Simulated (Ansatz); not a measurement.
# Phonon-limited resistivity of Ir(111) film of 3 layers, part 3 of 3

How good a conductor is Ir(111) film of 3 layers when only phonons scatter, and how much computing does the answer need?

Ansatz 0.2.0; DFT LDA, scalar-relativistic, plane waves, PAW.

So far, coupling constant λ: step 7 (coupling and resistivity: q 2×2×1, k 8×8×1, scattering …) 0.425. Also log mean phonon energy ħω_log (meV): step 7 16.2.

### Step 8. Electron–phonon run: q 3×3×1, k 9×9×1, scattering 18×18×1

The next rung changes the q mesh, which sets the reach of the force constants and couplings; the k mesh of the density and its response; the scattering mesh, which samples the Fermi surface; the phonon self-energy between the q points, now taken in.

File input.yaml:

```yaml
crystal:
  lattice:
    - [2.650640944, 2.818e-06, 0.0]
    - [-1.3253229125, 2.2955209848, 0.0]
    - [0.0, 0.0, 32.6681001532]
  atoms:
    - { symbol: Ir, position: [0.0, 0.0, 0.1699867442] }
    - { symbol: Ir, position: [0.3333333333, 0.6666666667, 0.2362250931] }
    - { symbol: Ir, position: [0.6666666667, 0.3333333333, 0.302463442] }
  periodic: [true, true, false]
kpoints:
  mp_grid: { grid: [9, 9, 1] }
hamiltonian:
  xc: lda
scf:
  occupations: { method: methfessel_paxton, width: 0.2 }
output:
  eigenvalues: true
phonons:
  method: dfpt
  qmesh: [3, 3, 1]
  temperatures: { t_max: 1000, t_step: 50 }
  qpath:
    path:
      - [0.0, 0.0, 0.0]
      - [0.5, 0.0, 0.0]
      - [0.33333333, 0.33333333, 0.0]
      - [0.0, 0.0, 0.0]
    npoints: 10
  electrical_resistivity:
    mesh: [18, 18, 1]
    temperatures: [20.0, 50.0, 77.0, 100.0, 150.0, 200.0, 300.0, 400.0, 600.0, 800.0]
```

On the command line:

```
$ ansatz run input.yaml --threads 4 --pin off --max-ram 16384MiB --backend cpu --events-out ev --progress --plain --runs-dir out
```

Numbers of over 12 decimals in the logs are rounded to 6 here.

What it wrote:

```text
[...]
Crystal: 3 atoms, lattice volume = 198.773 Å³
Basis set: ecut = 420 eV, 3967 PW (Γ), exchange–correlation on 36×36×450 points (8 copies of the dense FFT grid, shifted against one another)
Bands: 31, of which v1, the nominal top of the filled ones, is band 26 counted from 1 (25 counted from 0)
Symmetry: 12 space group operations
[...]
sheet resistance at 300 K: 79.60 Ω
[...]
sheet resistance at 400 K: 107.9 Ω
[...]
sheet resistance at 600 K: 164.1 Ω
[...]
sheet resistance at 800 K: 221.3 Ω
[...]
vibrations of 9 cells: unjudged by the run; compare a larger repeat
[...]
at the force constants' own smearing the fine mesh and the k-points of their solves give squared frequencies that differ by 90.2 % of the larger at the most, at (0.3333, 0.3333, 0)
[key lines of the parts left out:]
SCF converged after 11 iterations
Free energy (F): -34987.962068 eV
Fermi energy:    -5.659635 eV
```

The job ended after 5.9 min (4 threads of Arm Neoverse V1, shared host; peak memory 2.5 GiB; 23 min of CPU time).

Numbers from this step:

```yaml
zero_point_energy: 0.07370 eV/cell
highest_frequency_solved_or_plainly_interpolated: 231 cm⁻¹
sheet_resistance_300k: 79.6 Ω/square, mean in the plane
resistivity_at_300_k: 26 μΩ cm, mean of the axes, of the whole cell with its vacuum
coupling_constant_lambda: 0.4269
density_of_states_at_the_fermi_level: 1.768 states/eV a spin and cell
log_mean_phonon_energy_omega_log: 16.1 meV
transport_coupling_constant_lambda_tr: 0.5141, 0.5141, 0 (xx, yy, zz)
drude_plasma_energy: 4.683, 4.683, 0 eV (xx, yy, zz), of the whole cell with its vacuum
second_moment_phonon_energy_omega: 17.3 meV, from the broadened α²F curve
```

Of the whole cell with its vacuum, so only the sheet resistance is a property of the layer; the means are those of the plane. Resistivity, by row:

```
T (K)  ρ_xx (μΩ cm)     ρ_yy  ρ_zz  ρ by Ziman's lowest order, mean  ρ by relaxation times, mean  within 2 % of the coarser mesh
   20       0.01572  0.01572     -                          0.03551                      0.01874                              no
   50         1.139    1.139     -                            1.606                        1.123                              no
   77         3.702    3.702     -                            4.346                        3.536                              no
  100           6.2      6.2     -                            6.858                        5.878                              no
  150         11.48    11.48     -                            12.21                        10.86                              no
  200         16.47    16.47     -                            17.36                        15.59                              no
  300            26       26     -                            27.27                        24.67                              no
  400         35.25    35.25     -                            36.95                        33.51                              no
  600         53.61    53.61     -                             56.3                         51.1                              no
  800         72.28    72.28     -                            76.12                        69.02                              no
```

The run reports squared frequencies that differ by up to 90 % between the solve mesh and the fine mesh. By its own test the run is not converged in the mesh. λ = 0.427 and 79.6 Ω per square at 300 K, against 0.425 and 84.5 in the run with q 2×2×1, k 8×8×1, scattering 12×12×1 (+0.5 % and -5.7 %). The run's own test puts 10 % between its two finest meshes on the component of the resistivity at 300 K that moves most, more than that change. By the run's own test λ moves by 10 % between its two finest scattering meshes.

### Step 9. Coupling and resistivity: q 3×3×1, k 12×12×1, scattering 24×24×1

The next rung changes the k mesh of the density and its response; the scattering mesh, which samples the Fermi surface.

input.yaml: that of step 8 with these lines changed.

```diff
@@ -11,3 +11,3 @@
 kpoints:
-  mp_grid: { grid: [9, 9, 1] }
+  mp_grid: { grid: [12, 12, 1] }
 hamiltonian:
@@ -30,3 +30,3 @@
   electrical_resistivity:
-    mesh: [18, 18, 1]
+    mesh: [24, 24, 1]
     temperatures: [20.0, 50.0, 77.0, 100.0, 150.0, 200.0, 300.0, 400.0, 600.0, 800.0]
```

What it wrote:

```text
[...]
Crystal: 3 atoms, lattice volume = 198.773 Å³
Basis set: ecut = 420 eV, 3967 PW (Γ), exchange–correlation on 36×36×450 points (8 copies of the dense FFT grid, shifted against one another)
Bands: 31, of which v1, the nominal top of the filled ones, is band 26 counted from 1 (25 counted from 0)
Symmetry: 12 space group operations
[...]
sheet resistance at 100 K: 18.87 Ω
[...]
sheet resistance at 150 K: 35.14 Ω
[...]
sheet resistance at 200 K: 50.62 Ω
[...]
sheet resistance at 300 K: 80.35 Ω
[...]
sheet resistance at 400 K: 109.3 Ω
[...]
sheet resistance at 600 K: 166.8 Ω
[...]
sheet resistance at 800 K: 225.0 Ω
[...]
vibrations of 9 cells: unjudged by the run; compare a larger repeat
[...]
[key lines of the parts left out:]
SCF converged after 11 iterations
Free energy (F): -34987.987398 eV
Fermi energy:    -5.689536 eV
```

Wall time 8.8 min (4 threads); peak memory 2.1 GiB; 34 min of CPU time.

This step gave:

```yaml
zero_point_energy: 0.07666 eV/cell
highest_frequency_solved_or_plainly_interpolated: 231.7 cm⁻¹
sheet_resistance_300k: 80.35 Ω/square, mean in the plane
resistivity_at_300_k: 26.25 μΩ cm, mean of the axes, of the whole cell with its vacuum
coupling_constant_lambda: 0.4504
density_of_states_at_the_fermi_level: 1.868 states/eV a spin and cell
log_mean_phonon_energy_omega_log: 16.11 meV
transport_coupling_constant_lambda_tr: 0.542, 0.542, 0 (xx, yy, zz)
drude_plasma_energy: 4.804, 4.804, 0 eV (xx, yy, zz), of the whole cell with its vacuum
```

Solved on the 3×3×1 mesh alone; all other wavevectors are interpolated. The phonon branches at the labelled points (cm⁻¹):

```
point  branch 1  branch 2  branch 3  branch 4  branch 5  branch 6  branch 7  branch 8  branch 9
    Γ         0         0         0        69        69       122       122       139       210
    M        86        87       104       137       137       161       178       199       232
    K        90       117       121       121       132       132       151       203       203
    Γ         0         0         0        69        69       122       122       139       210
```

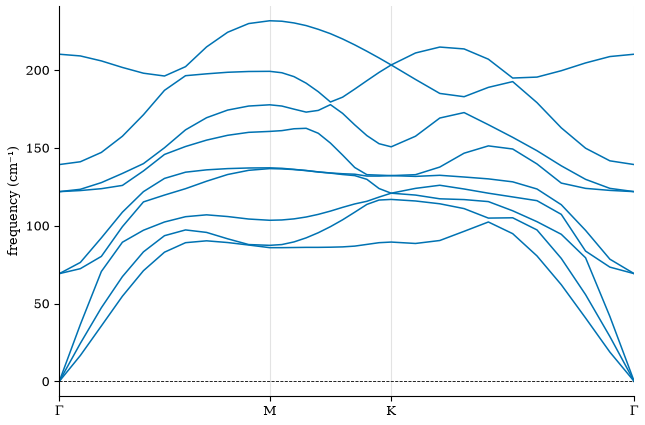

Phonon branches along the path.

The run reports squared frequencies that differ by up to 35 % between the solve mesh and the fine mesh. By its own test the run is not converged in the mesh. λ = 0.450 and 80.3 Ω per square at 300 K, against 0.427 and 79.6 in the run with q 3×3×1, k 9×9×1, scattering 18×18×1 (+5.5 % and +0.9 %). By the run's own test λ moves by 10 % between its two finest scattering meshes.

### Step 10. The ladder

Times are for 4 threads of Arm Neoverse V1, shared host. The runs compared:

```
no.                                     run  sheet resistance 300K (Ω/square, mean in the plane)  coupling constant λ  log mean phonon energy ħω_log (meV)     time  memory (GiB)
  1    q 2×2×1, k 8×8×1, scattering 12×12×1                                                84.45               0.4247                                16.19  2.3 min           1.6
  2    q 3×3×1, k 9×9×1, scattering 18×18×1                                                 79.6               0.4269                                 16.1  5.9 min           2.5
  3  q 3×3×1, k 12×12×1, scattering 24×24×1                                                80.35               0.4504                                16.11  8.8 min           2.1
```

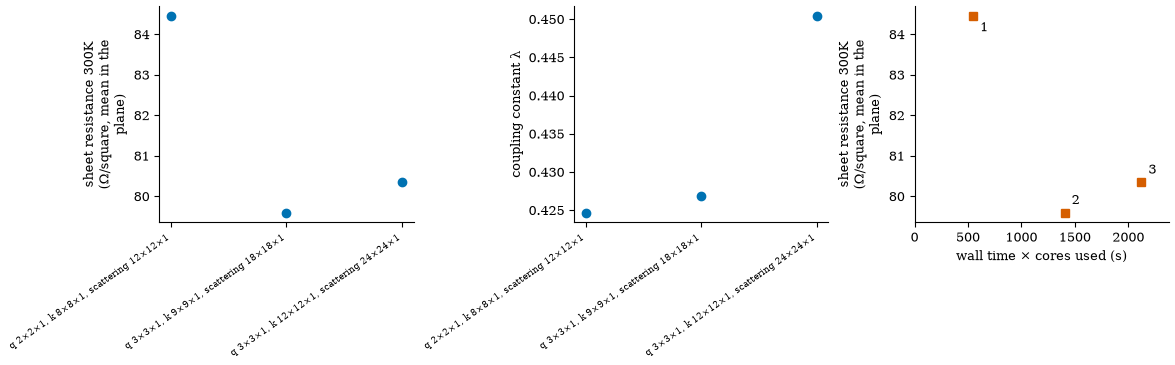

The series as plots; the last panel sets the first result against cost, with the runs numbered as in the table.

The runs together, line α²F. Eliashberg function α²F, α²F against phonon energy; read off at these points:

```
phonon energy (meV)  q 2×2×1, k 8×8×1, scattering 12×12×1  q 3×3×1, k 9×9×1, scattering 18×18×1  q 3×3×1, k 12×12×1, scattering 24×24×1
                1.0                                1.5e-5                                1.4e-5                                  1.3e-5
                2.0                                3.8e-4                                2.6e-4                                  3.6e-4
                3.0                               0.00129                                6.2e-4                                  8.9e-4
                4.0                               0.00244                               0.00134                                 0.00165
                5.0                               0.00401                               0.00206                                 0.00264
                6.0                               0.00679                               0.00316                                 0.00382
                7.0                                0.0105                               0.00453                                 0.00523
                8.0                                0.0167                               0.00648                                 0.00788
                9.0                                0.0334                                0.0154                                  0.0193
               10.0                                0.0473                                0.0231                                  0.0237
               11.0                                0.0766                                 0.418                                   0.262
               11.3                                0.0929                                 0.278                                   0.397
               12.0                                 0.151                                 0.143                                   0.161
               12.6                                 0.424                                 0.139                                   0.145
               13.0                                 0.102                                 0.148                                   0.148
               14.0                                 0.106                                 0.218                                   0.230
               15.0                                 0.286                                 0.282                                   0.291
               15.6                                 0.470                                 0.359                                   0.316
               16.0                                 0.287                                 0.342                                   0.395
               17.0                                 0.247                                 0.492                                   0.442
               17.3                                 0.172                                 0.745                                   0.578
               17.5                                 0.198                                 0.634                                   0.811
               17.7                                 0.454                                 0.447                                   0.554
               18.0                                 0.334                                 0.172                                   0.291
               19.0                                 0.310                                 0.107                                   0.119
               20.0                                 0.184                                 0.320                                   0.314
               21.0                                 0.309                                 0.110                                   0.300
               21.4                                 0.173                                 0.528                                   0.385
               22.0                                 0.490                                0.0617                                  0.0329
               22.4                                 0.455                                0.0895                                  0.0993
               23.0                                 0.161                                 0.131                                   0.126
               24.0                                0.0888                                 0.212                                   0.235
               25.0                                0.0881                                0.0605                                  0.0577
               26.0                                 0.106                                0.0708                                  0.0719
               27.0                                0.0744                                 0.104                                   0.109
```

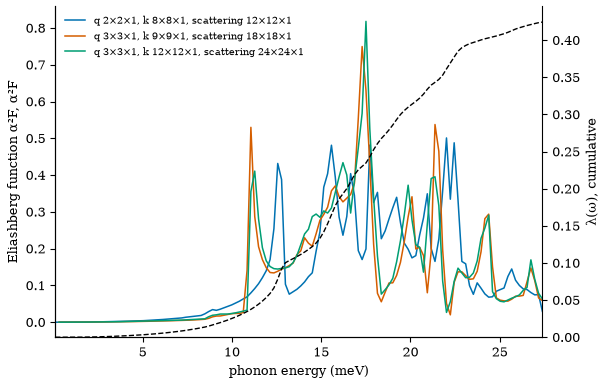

Eliashberg function α²F, α²F, plotted against phonon energy. The dashed line is the running λ.

### Step 11. Outcome

* run: LDA, q 3×3×1, k 12×12×1, scattering 24×24×1
* coupling constant λ: 0.450
* log mean phonon energy ħω_log: 16.1 meV
* states at the Fermi level: 1.87 states/eV/spin/cell
* sheet resistance at 300 K: 80.3 Ω per square
* change between its two finest scattering meshes: λ 10 %, resistivity at 300 K 3 %
* time of that run: 8.8 min

In words: On the last rung that gave a resistivity at the base settings (q 3×3×1, k 12×12×1, scattering 24×24×1), Ir(111) film of 3 layers has λ = 0.45 and a phonon-limited sheet resistance of 80.3 Ω per square at 300 K. Across the runs of step 10 the sheet resistance 300K runs from 79.6 Ω/square, mean in the plane (q 3×3×1, k 9×9×1, scattering 18×18×1) to 84.5 Ω/square, mean in the plane (q 2×2×1, k 8×8×1, scattering 12×12×1), while the wall time spans a factor of 3.9. The coupling is moderate (λ = 0.45), so phonons raise the electrons' mass at the Fermi surface by about 45 %. Values of ρ(T) under 50 K rest on the softest modes, mostly interpolated ones, and are the least sure of the table. The high-temperature form ρ = 2π k_B T λ_tr/(ħ ε₀ ω_p²) gives 28.4 μΩ cm along x at 300 K, against 26.2 from the Boltzmann equation. Ziman's lowest order at 300 K, 27.5, lies between: the step down to it comes mostly from the finite phonon energies, and the full solution lies lower still, since it lets the current shift to the states that scatter least. The three lowest branches give 47 % of λ. By the run's own test, which takes the component that moves most, the resistivity at 300 K moves by 3 % between its two finest scattering meshes; this does not test the q and k meshes. In the run quoted no mode is imaginary at the wavevectors of the 3×3×1 mesh; wavevectors off that mesh are interpolated. Only scattering by harmonic phonons counts; impurities, grain boundaries and thermal expansion are left out. The resistivity belongs to the whole cell, vacuum included; the sheet resistance is the quantity that does not depend on the vacuum. Spin–orbit coupling, left out here, matters for Ir. The c of the given cell is the typed one; the program laid its own vacuum and ran the layer in a cell 32.7 Å high. The structure was built by hand as an ordered model, and its stability against other phases was not tested.

[Logs are printed without paths, hosts, clocks, repeated set-up lines and the standing remarks that a program may print on its own settings, such as how far it seeks lower states.]

[Hosts, paths, dates, database ids (printed as entryN), source tags and the programs' standing remarks are cut or masked in the printed files.]
